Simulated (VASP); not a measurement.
Band structure of MnS (rock salt, AFM-II order). Method: PBEsol GGA, VASP's PBE PAW potentials (set 64) (plane waves; VASP).

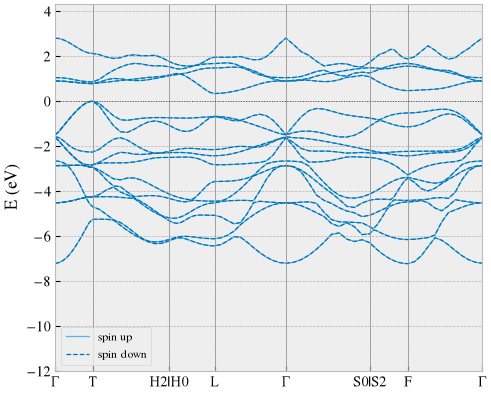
*Bands along high-symmetry lines, zero at the valence-band maximum or, without a gap, the Fermi level*

### Question
Read the plot: is there a gap, and where are the band edges?

### Answer
The gap is indirect, 0.34 eV, from the valence maximum at T to the conduction minimum at L. (Edges off the drawn lines would not show.)

The compound is MnS in the rock salt, AFM-II order structure. It was relaxed first, which changed the volume by -10 %.
